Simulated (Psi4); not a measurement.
# Field calculation of SiHF$_{3}$

The run: field calculation of SiHF$_{3}$, SMILES [H][Si](F)(F)F. Method and program: HF/pcSseg-2, RHF, in an applied electric field (Psi4 1.11).

The geometry comes from this level: GFN2-xTB.

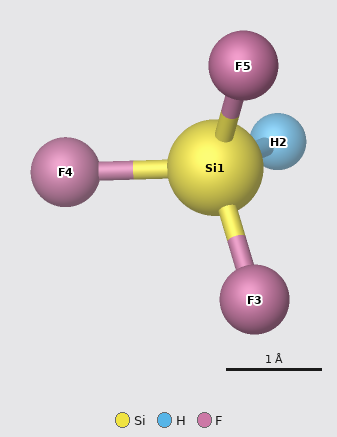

*The input geometry (ball-and-stick view, seen at a tilt; atoms are numbered from 1 in the order of the input).*

Key numbers

| quantity | value |
| --- | --- |
| outcome | converged |
| total energy | −588.191453 hartree |
| basis functions | 165 |
| HOMO | −15.87 eV |
| LUMO | 3.13 eV |
| dipole moment | 2.21 D |
| hardware | 1 thread of Intel Xeon (Granite Rapids), 192 GiB of memory available, shared host |
| wall time | 2.6 s |
| peak memory | 0.28 GiB |

Settings chosen away from the usual ones: guess set to sap; e_convergence set to 1e-11.

Input (input.inp)
```
memory 1600 MB

molecule {
  0 1
  Si
  H 1 1.427327
  F 1 1.580169 2 113.15461
  F 1 1.580064 2 113.43282 3 -120.03154
  F 1 1.580085 2 113.3455 3 119.98501
  units angstrom
  symmetry c1
  no_reorient
  no_com
}

set {
  reference rhf
  perturb_h true
  perturb_with dipole
  perturb_dipole [0.0, 0.005, 0.0]
  guess sap
  e_convergence 1e-11
  maxiter 80
}

result = energy("hf/pcSseg-2")
print_variables()
```

Launch command:
```bash
psi4 -n 1 input.inp input.out
```

The program's output
```
Psi4 1.11 release

   => Loading Basis Set <=

    Name: PCSSEG-2
    Role: ORBITAL
    Keyword: BASIS

         ---------------------------------------------------------
                                   SCF
                              RHF Reference
                        1 Threads,   1525 MiB Core
         ---------------------------------------------------------

  ==> Geometry <==

    Molecular point group: c1
    Full point group: C1

    Geometry (in Angstrom), charge = 0, multiplicity = 1:

       Center              X                  Y                   Z               Mass
    ------------   -----------------  -----------------  -----------------  -----------------
         SI          -0.000316752582    -0.000503926881     0.397761234793    27.976926534650
         H           -0.000316752582    -0.000503926881     1.825088234793     1.007825032230
         F           -0.000316752582     1.452377930666    -0.223582773443    18.998403162730
         F           -1.255439036274    -0.726070629212    -0.230588395225    18.998403162730
         F            1.256239039728    -0.725538489710    -0.228386535899    18.998403162730

  Running in c1 symmetry.

  Rotational constants: A =      0.23858  B =      0.23801  C =      0.14046 [cm^-1]
  Rotational constants: A =   7152.32386  B =   7135.48718  C =   4210.85334 [MHz]
  Nuclear repulsion =  188.627859040932691

  Charge       = 0
  Multiplicity = 1
  Electrons    = 42
  Nalpha       = 21
  Nbeta        = 21

  ==> Algorithm <==

  SCF Algorithm Type is DF.
  DIIS enabled.
  MOM disabled.
  Fractional occupation disabled.
  Guess Type is SAP.
  Energy threshold   = 1.00e-11
  Density threshold  = 1.00e-06
  Integral threshold = 1.00e-12

  ==> Primary Basis <==

  Basis Set: PCSSEG-2
    Blend: PCSSEG-2
    Number of shells: 57
    Number of basis functions: 165
    Number of Cartesian functions: 186
    Spherical Harmonics?: true
    Max angular momentum: 3

   => Loading Basis Set <=

    Name: (PCSSEG-2 AUX)
    Role: JKFIT
    Keyword: DF_BASIS_SCF

  ==> Integral Setup <==

  DFHelper Memory: AOs need 0.080 GiB; user supplied 1.118 GiB.
  SCF_SUBTYPE=INCORE selected. In-core MEM_DF algorithm will be used.
  Using in-core AOs.

  ==> MemDFJK: Density-Fitted J/K Matrices <==

    J tasked:                   Yes
    K tasked:                   Yes
    wK tasked:                   No
    Memory [MiB]:              1144
    Algorithm:                 Core
    Schwarz Cutoff:           1E-12
    Mask sparsity (%):       4.8044
    Fitting Condition:        1E-10

   => Auxiliary Basis Set <=

  Basis Set: (PCSSEG-2 AUX)
    Blend: DEF2-UNIVERSAL-JKFIT
    Number of shells: 119
    Number of basis functions: 377
    Number of Cartesian functions: 454
    Spherical Harmonics?: true
    Max angular momentum: 4

  Perturbing V by 0.005000 mu(y).
  Minimum eigenvalue in the overlap matrix is 4.2297026235E-03.
  Reciprocal condition number of the overlap matrix is 8.3452162562E-04.
    Using symmetric orthogonalization.

  ==> Pre-Iterations <==

  ==> SAP guess <==

   => Molecular Quadrature <=

    Radial Scheme          =       TREUTLER
    Pruning Scheme         =           NONE
    Nuclear Scheme         =       TREUTLER

    Blocking Scheme        =         OCTREE
    BS radius alpha        =              1
    Pruning alpha          =              1
    Radial Points          =             75
    Spherical Points       =            302
    Total Points           =         109478
    Total Blocks           =            875
    Max Points             =            256
    Max Functions          =            152
    Weights Tolerance      =       1.00E-15

   -------------------------------------------------------
    Irrep   Nso     Nmo     Nalpha   Nbeta   Ndocc  Nsocc
   -------------------------------------------------------
     A        165     165      21      21      21       0
   -------------------------------------------------------
    Total     165     165      21      21      21       0
   -------------------------------------------------------

  ==> Iterations <==

                           Total Energy        Delta E     RMS |[F,P]|

   @DF-RHF iter   1:  -587.88763727690707   -5.87888e+02   6.93722e-03 DIIS/ADIIS
   @DF-RHF iter   2:  -588.16863223506255   -2.80995e-01   1.86999e-03 DIIS/ADIIS
   @DF-RHF iter   3:  -588.18937724361376   -2.07450e-02   5.50555e-04 DIIS/ADIIS
   @DF-RHF iter   4:  -588.19133940311906   -1.96216e-03   1.12737e-04 DIIS/ADIIS
   @DF-RHF iter   5:  -588.19144787920607   -1.08476e-04   1.54672e-05 DIIS
   @DF-RHF iter   6:  -588.19145266513272   -4.78593e-06   3.42367e-06 DIIS
   @DF-RHF iter   7:  -588.19145293003066   -2.64898e-07   8.20778e-07 DIIS
   @DF-RHF iter   8:  -588.19145294583177   -1.58011e-08   2.87347e-07 DIIS
   @DF-RHF iter   9:  -588.19145294709256   -1.26079e-09   1.02244e-07 DIIS
   @DF-RHF iter  10:  -588.19145294725183   -1.59275e-10   1.10696e-08 DIIS
   @DF-RHF iter  11:  -588.19145294725536   -3.52429e-12   1.61015e-09 DIIS
  Energy and wave function converged.

  ==> Post-Iterations <==

    Orbital Energies [Eh]
    ---------------------

    Doubly Occupied:

       1A    -68.892100     2A    -26.318581     3A    -26.305641
       4A    -26.305578     5A     -6.228075     6A     -4.337325
       7A     -4.337189     8A     -4.335966     9A     -1.640568
      10A     -1.611983    11A     -1.604228    12A     -0.833100
      13A     -0.751858    14A     -0.747439    15A     -0.735774
      16A     -0.700186    17A     -0.698213    18A     -0.672239
      19A     -0.666707    20A     -0.653042    21A     -0.583193

    Virtual:

      22A      0.115020    23A      0.115705    24A      0.140997
      25A      0.157968    26A      0.232341    27A      0.309247
      28A      0.313896    29A      0.423014    30A      0.483794
      31A      0.550090    32A      0.552983    33A      0.570192
      34A      0.587517    35A      0.608242    36A      0.717785
      37A      0.718565    38A      0.726151    39A      0.777690
      40A      0.781248    41A      0.783893    42A      0.873655
      43A      0.924559    44A      0.931673    45A      1.030483
      46A      1.030736    47A      1.042838    48A      1.138039
      49A      1.138703    50A      1.230392    51A      1.249892
      52A      1.250728    53A      1.477328    54A      1.684087
      55A      1.762572    56A      1.845567    57A      1.849778
      58A      1.917216    59A      1.917584    60A      1.983342
      61A      2.111338    62A      2.114771    63A      2.127847
      64A      2.250276    65A      2.253200    66A      2.309052
      67A      2.469534    68A      2.549500    69A      2.551770
      70A      2.613978    71A      2.675613    72A      2.684316
      73A      2.760193    74A      2.798519    75A      2.799753
      76A      2.805795    77A      3.068965    78A      3.069781
      79A      3.088675    80A      3.090731    81A      3.113707
      82A      3.118385    83A      3.559924    84A      3.568846
      85A      3.589647    86A      3.668505    87A      3.668799
      88A      3.810080    89A      3.813450    90A      3.915949
      91A      4.145549    92A      4.145986    93A      4.337800
      94A      4.344201    95A      4.374113    96A      4.575766
      97A      4.578588    98A      4.729937    99A      4.736326
     100A      4.745152   101A      4.747788   102A      4.753470
     103A      4.760692   104A      4.767215   105A      4.768659
     106A      4.771257   107A      4.834509   108A      4.839661
     109A      4.864616   110A      4.937405   111A      4.939486
     112A      5.035976   113A      5.174507   114A      5.177910
     115A      5.179231   116A      5.207850   117A      5.251150
     118A      5.251587   119A      5.303456   120A      5.305102
     121A      5.381541   122A      5.463273   123A      5.759700
     124A      6.664217   125A      6.672184   126A      8.085162
     127A      8.092204   128A      8.101404   129A      8.133129
     130A      8.137774   131A      8.161037   132A      8.381151
     133A      8.419543   134A      8.423421   135A      8.503466
     136A      8.555649   137A      8.559525   138A      8.625229
     139A      8.946468   140A      8.953745   141A     10.928202
     142A     10.949973   143A     10.958059   144A     11.006337
     145A     11.014383   146A     11.035094   147A     11.265277
     148A     11.713961   149A     11.722819   150A     15.037779
     151A     15.144248   152A     15.144803   153A     17.212797
     154A     44.187854   155A     44.197784   156A     44.207037
     157A     44.223485   158A     44.231662   159A     44.258861
     160A     44.609314   161A     44.621815   162A     44.623472
     163A     52.766409   164A     52.840032   165A     52.840279

    Final Occupation by Irrep:
              A
    DOCC [    21 ]
    NA   [    21 ]
    NB   [    21 ]

  @DF-RHF Final Energy:  -588.19145294725536

   => Energetics <=

    Nuclear Repulsion Energy =            188.6278590409326910
    One-Electron Energy =               -1195.7206497459658294
    Two-Electron Energy =                 418.9013377577778101
    Total Energy =                       -588.1914529472553568

Computation Completed

Properties will be evaluated at   0.000000,   0.000000,   0.000000 [a0]

Properties computed using the SCF density matrix

 Multipole Moments:

 ------------------------------------------------------------------------------------
     Multipole            Electronic (a.u.)      Nuclear  (a.u.)        Total (a.u.)
 ------------------------------------------------------------------------------------

 L = 1.  Multiply by 2.5417464519 to convert [e a0] to [Debye]
 Dipole X            :         -0.0004470           -0.0007597           -0.0012067
 Dipole Y            :         -0.0894745           -0.0012087           -0.0906831
 Dipole Z            :         -1.4985609            2.3635299            0.8649691
 Magnitude           :                                                    0.8697105

 ------------------------------------------------------------------------------------

	total time  =          1 seconds =       0.02 minutes

  Variable Map:
  ----------------------------------------------------------------------------
  "CURRENT ENERGY"           =>    -588.191452947255
  "CURRENT REFERENCE ENERGY" =>    -588.191452947255
  "DD SOLVATION ENERGY"      =>       0.000000000000
  "HF KINETIC ENERGY"        =>     588.315865697624
  "HF POTENTIAL ENERGY"      =>   -1176.507318644879
  "HF TOTAL ENERGY"          =>    -588.191452947255
  "HF VIRIAL RATIO"          =>       1.999788527290
  "NUCLEAR REPULSION ENERGY" =>     188.627859040933
  "ONE-ELECTRON ENERGY"      =>   -1195.720649745966
  "PCM POLARIZATION ENERGY"  =>       0.000000000000
  "PE ENERGY"                =>       0.000000000000
  "SCF ITERATION ENERGY"     =>    -588.191452947255
  "SCF ITERATIONS"           =>      11.000000000000
  "SCF TOTAL ENERGY"         =>    -588.191452947255
  "TWO-ELECTRON ENERGY"      =>     418.901337757778
  "XC GRID RADIAL POINTS"    =>      75.000000000000
  "XC GRID SPHERICAL POINTS" =>     302.000000000000
  "XC GRID TOTAL POINTS"     =>  109478.000000000000

  Array Variable Map:
  ----------------------------------------------------------------------------
  "CURRENT DIPOLE"           =>      -0.001206714012 ... 0.864969089320 1 by 3
  "SCF DIPOLE"               =>      -0.001206714012 ... 0.864969089320 1 by 3
  "SCF TOTAL ENERGIES"       =>    -587.887637276907 ... -588.191452947255 1 by 11

    Psi4 run time: 0:00:01.75
```

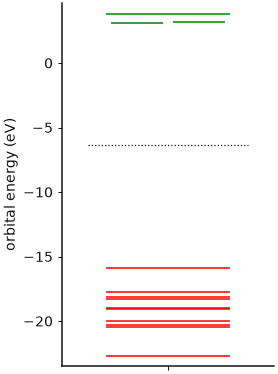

*Orbital energies near the frontier; the dotted line parts filled from empty levels, and levels within 0.02 eV of each other stand side by side.*

Highest filled −15.87 eV, lowest empty 3.13 eV, 19.00 eV apart.
